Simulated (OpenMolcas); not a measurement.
# AlGeNH4O (SMILES [NH2][GeH]1[O][AlH]1): levels of theory compared

We compute a comparison of 6 runs (HF/3-21G, B2PLYP/6-31G*, TPSS/6-31G*, revPBE/6-31G*, B3LYP/6-31G*, CCSD(T)/6-31G*) of AlGeNH4O. 

Program for the calculation: OpenMolcas 26.06.

**1. The system as given**

The species is AlGeNH4O (8 atoms), meant as a singlet with charge 0. SMILES: `[NH2][GeH]1[O][AlH]1`. The N1–H5 distance was set to 1.514 Å, away from the relaxed value. At this shape a bond of the SMILES string is far longer than usual.

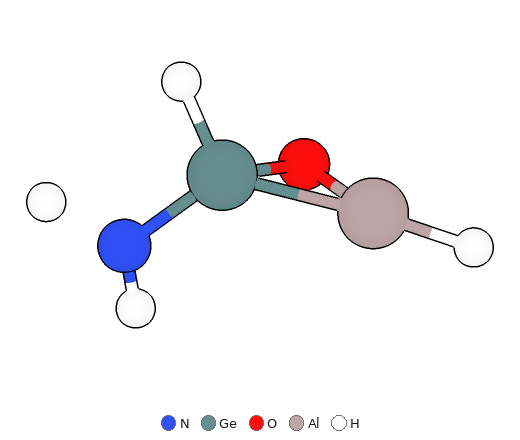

Viewed from a chosen angle; nitrogen blue, germanium teal, oxygen red, aluminium light grey, hydrogen white.

**2. The energy at HF/3-21G (run 1)**

Contents of calc.inp:

```
>>> EXPORT MOLCAS_PRINT=2
&gateway
baslib = $CurrDir
coord
8
angstrom
N       -1.169755       0.857386       0.465649
Ge       0.070045      -0.472914       0.578149
O        1.008445      -0.819014      -1.032251
Al       0.262445      -2.329914      -0.817851
H       -0.662600       2.276400       0.611900
H       -1.851155       0.798186      -0.274851
H        1.068845       0.038886       1.636649
H        0.182645      -3.717114      -1.564351
basis = 3-21G
group = NoSym
&seward
&scf
thresholds = 1e-10 1e-07 1e-07 1e-05
prorbitals = 1 2
```

The basis set 3-21G is read from a file made from the Basis Set Exchange's data (not shown).

Run with:

```bash
export MOLCAS_MEM=1860
pymolcas calc.inp > calc.log
```

What it wrote:

```text
--- Start Module: gateway ---
[...]
--- Stop Module: gateway /rc=_RC_ALL_IS_WELL_ ---
--- Start Module: seward ---
[...]
      Basis functions           61
--- Stop Module: seward /rc=_RC_ALL_IS_WELL_ ---
[...]
--- Start Module: scf ---
[...]
       Convergence after  15 Iterations
[...]
::    Total SCF energy                              -2436.7795966142
[...]
      Total spin, S                                     0.0000000000
[...]
      Total electronic charge=   64.000000
      Total            charge=   -0.000000
[...]
      Dipole Moment (debye):
      Origin of the operator (angstrom)=    0.0796   -0.7376    0.0822
                   X= -1.4181E+00               Y= -1.6243E+00               Z=  5.6794E-02           Total=  2.1570E+00
      Quadrupole Moment (debye*angstrom):
[...]
--- Stop Module: scf /rc=_RC_ALL_IS_WELL_ ---
[...]
```

Wall time 4.8 s (1 thread of AMD EPYC 7R43 (Zen 3), shared host); peak memory 0.4 GiB.

**3. The energy at B2PLYP/6-31G(d) (spherical functions) (run 2)**

Contents of calc.input:

```
&GATEWAY
BasLib
$CurrDir
Coord
8
angstrom
N       -1.169755       0.857386       0.465649
Ge       0.070045      -0.472914       0.578149
O        1.008445      -0.819014      -1.032251
Al       0.262445      -2.329914      -0.817851
H       -0.662600       2.276400       0.611900
H       -1.851155       0.798186      -0.274851
H        1.068845       0.038886       1.636649
H        0.182645      -3.717114      -1.564351
Basis
6-31Gs
Group
NoSym
&SEWARD
GridInput
Grid=UltraFine
End of Grid
&SCF
KSDFT
B2PLYP_SCF
Thresholds
1e-10 1e-07 1e-07 1e-05
PrOrbitals
1 2
&MBPT2
Frozen
16
```

The basis set 6-31G* is read from a file made from the Basis Set Exchange's data (not shown).

Run with:

```bash
export MOLCAS_MEM=1860
pymolcas calc.input > calc.log
```

What it wrote:

```text
--- Start Module: gateway ---
[...]
--- Stop Module: gateway /rc=_RC_ALL_IS_WELL_ ---
[...]
      Basis functions           86
[...]
--- Start Module: scf ---
[...]
       Convergence after  16 Iterations
[...]
::    Total KS-DFT energy                           -2450.6052213825
[...]
      Total spin, S                                     0.0000000000
[...]
      Total electronic charge=   64.000000
      Total            charge=   -0.000000
[...]
      Dipole Moment (debye):
      Origin of the operator (angstrom)=    0.0796   -0.7376    0.0822
                   X= -1.0714E+00               Y= -1.2732E+00               Z= -8.5500E-02           Total=  1.6662E+00
      Quadrupole Moment (debye*angstrom):
[...]
--- Stop Module: scf /rc=_RC_ALL_IS_WELL_ ---
[...]
--- Start Module: mbpt2 ---
[...]
 ###    WARNING: MP2 implementation intended for RHF references only         ###
 ###############################################################################
MBPT2 WARNING: Reference function according to RunFile:KS-DFT
I'll assume you know what you're doing and continue
WARNING!
Default frozen orbitals as non valence orbitals is overwritten by user input.
Default values:  18
[...]
       Reference weight ( Cref**2 )         =        0.73135
::    Total MBPT2 energy                            -2451.4369320213
[...]
      Total MBPT2 calculations                           0.42      0.47
--- Stop Module: mbpt2 /rc=_RC_ALL_IS_WELL_ ---
[...]
```

Run time: 33 s. Hardware: 1 thread of AMD EPYC 7R43 (Zen 3), shared host; peak memory 0.47 GiB.

Run 3 isn't shown in full; the table further down has it.

**4. A single-point energy at revPBE/6-31G(d) (spherical functions) (run 4)**

Contents of struct.xyz:

```xyz
8

N     -1.169755     0.857386     0.465649
Ge     0.070045    -0.472914     0.578149
O      1.008445    -0.819014    -1.032251
Al     0.262445    -2.329914    -0.817851
H     -0.662600     2.276400     0.611900
H     -1.851155     0.798186    -0.274851
H      1.068845     0.038886     1.636649
H      0.182645    -3.717114    -1.564351
```

Contents of job.input:

```
&GATEWAY
 BASLIB=$CurrDir
 COORD=struct.xyz
 BASIS=6-31Gs
 GROUP=NoSym

&SEWARD
 GRIDINPUT
 Grid=UltraFine
 End of Grid

&SCF
 KSDFT=revPBE
 THRESHOLDS=1e-10 1e-07 1e-07 1e-05
 PRORBITALS=1 2
```

The basis set 6-31G* is read from a file made from the Basis Set Exchange's data (not shown).

Run with:

```bash
export MOLCAS_MEM=1860
pymolcas job.input > job.log
```

What it wrote:

```text
--- Start Module: gateway ---
[...]
--- Stop Module: gateway /rc=_RC_ALL_IS_WELL_ ---
--- Start Module: seward ---
[...]
      Basis functions           86
--- Stop Module: seward /rc=_RC_ALL_IS_WELL_ ---
[...]
--- Start Module: scf ---
[...]
       Convergence after  19 Iterations
[...]
::    Total KS-DFT energy                           -2451.2006802854
[...]
      Total spin, S                                     0.0000000000
[...]
      Total electronic charge=   64.000000
      Total            charge=   -0.000000
[...]
      Dipole Moment (debye):
      Origin of the operator (angstrom)=    0.0796   -0.7376    0.0822
                   X= -8.8660E-01               Y= -8.6270E-01               Z= -3.1168E-01           Total=  1.2757E+00
      Quadrupole Moment (debye*angstrom):
[...]
--- Stop Module: scf /rc=_RC_ALL_IS_WELL_ ---
[...]
```

It took 37 s on 1 thread of AMD EPYC 7R43 (Zen 3), shared host; peak memory 0.47 GiB.

Run 5 isn't shown in full; the table further down has it.

**5. A single-point energy at CCSD(T)/6-31G(d) (spherical functions) (run 6)**

struct.xyz is that of step 4.

Contents of mol.inp:

```
&GATEWAY
BASLIB=$CurrDir
COORD=struct.xyz
BASIS=6-31Gs
GROUP=NoSym
&SEWARD
&SCF
THRESHOLDS=1e-10 1e-07 1e-07 1e-05
PRORBITALS=0
&RASSCF
FILEORB=$Project.ScfOrb
SPIN=1
NACTEL=0 0 0
INACTIVE=32
RAS2=0
OUTORBITALS=Canonical
ORBLISTING=Few
&MOTRA
JOBIPH
FROZEN=16
&CCSDT
CCT
TRIPLES=2
ITERATIONS=80
ACCURACY=1e-08
EXTRAPOLATION=5 4
```

The basis set 6-31G* is read from a file made from the Basis Set Exchange's data (not shown).

Run with:

```bash
export MOLCAS_MEM=1860
pymolcas mol.inp > mol.log
```

What it wrote:

```text
--- Start Module: gateway ---
[...]
--- Stop Module: gateway /rc=_RC_ALL_IS_WELL_ ---
[...]
      Basis functions           86
[...]
       Convergence after  17 Iterations
[...]
::    Total SCF energy                              -2448.5299233055
[...]
      Total spin, S                                     0.0000000000
[...]
      Number of active orbitals                  0
[...]
      Spin quantum number                      0.0
[...]
      Active orbitals                            0
[...]
      Number of CSFs                             1
[...]
      Number of root(s) required                 1
[...]
      Convergence after  4 iterations
[...]
      Natural orbitals and occupation numbers for root  1
      ************************************************************************************************************************
      *                                                    Final results                                                     *
      ************************************************************************************************************************
[...]
::    RASSCF root number  1 Total energy:  -2448.52992331
[...]
      Total electronic charge=   64.000000
      Total            charge=   -0.000000
[...]
      Dipole Moment (debye):
      Origin of the operator (angstrom)=    0.0796   -0.7376    0.0822
                   X= -1.1742E+00               Y= -1.5057E+00               Z=  2.6964E-02           Total=  1.9096E+00
      Quadrupole Moment (debye*angstrom):
[...]
--- Start Module: motra ---
[...]
      *** WARNING: Default frozen orbitals is overwritten by user input.
      *** Default values:  18
[...]
--- Stop Module: motra /rc=_RC_ALL_IS_WELL_ ---
[...]
--- Start Module: ccsdt ---
[...]
      Convergence after                    21  Iterations
      Total energy (diff) :   -2449.21012314      -0.00000000
[...]
 METHOD                       : CCSD+T(CCSD)+<T3(1)WT1> = CCSD(T)
[...]
       CCSD     =     -2449.2101231443230
[...]
--- Stop Module: ccsdt /rc=_RC_ALL_IS_WELL_ ---
[...]
```

It took 75 s on 1 thread of AMD EPYC 7R43 (Zen 3), shared host; peak memory 0.47 GiB.

**6. Overview of the runs**

```
run                                 level  frozen core orbitals  integration grid   energy (Eh)  dipole moment (D) of the reference  HOMO energy (eV)  LUMO energy (eV)  wall time
  1                              HF/3-21G                     –                 –  -2436.779597                                2.16             -8.56              1.40      4.8 s
  2   B2PLYP/6-31G* (spherical functions)                    16         UltraFine  -2450.829783                                1.67             -7.10             -0.37       33 s
  3     TPSS/6-31G* (spherical functions)                     –         UltraFine  -2451.467999                                1.39             -5.28             -2.24       45 s
  4   revPBE/6-31G* (spherical functions)                     –         UltraFine  -2451.200680                                1.28             -5.13             -2.30       37 s
  5    B3LYP/6-31G* (Cartesian functions)                     –         UltraFine  -2451.523455                                1.49             -6.04             -1.73       41 s
  6  CCSD(T)/6-31G* (spherical functions)                    16                 –  -2449.230686                                1.91             -8.62              1.30       75 s
```

**7. Summary of results**

```
                                           quantity           value
                                run 6: total energy  -2449.23069 Eh
          run 6: dipole moment (mean-field density)          1.91 D
         run 6: HOMO energy (Hartree–Fock orbitals)        -8.62 eV
         run 6: LUMO energy (Hartree–Fock orbitals)         1.30 eV
       run 6: HOMO–LUMO gap (Hartree–Fock orbitals)         9.92 eV
run 6: correlation energy (16 core orbitals frozen)      -700.8 mEh
                              run 6: (T) correction      -20.56 mEh
```

In words: Over runs 1, 2, 3, 4, 5 the dipole moment (its size) runs from 1.28 D (revPBE/6-31G*) to 2.16 D (HF/3-21G). The two ends differ in method and basis. Over runs 1, 2, 3, 4, 5 the HOMO–LUMO gap runs from 2.83 eV (revPBE/6-31G*) to 9.96 eV (HF/3-21G). For B2PLYP the log adds the whole second-order term; the table takes 0.27 of it, as the functional is defined. Totals of different functionals can't be ranked against each other. All runs together took 3.9 min, the longest 75 s.
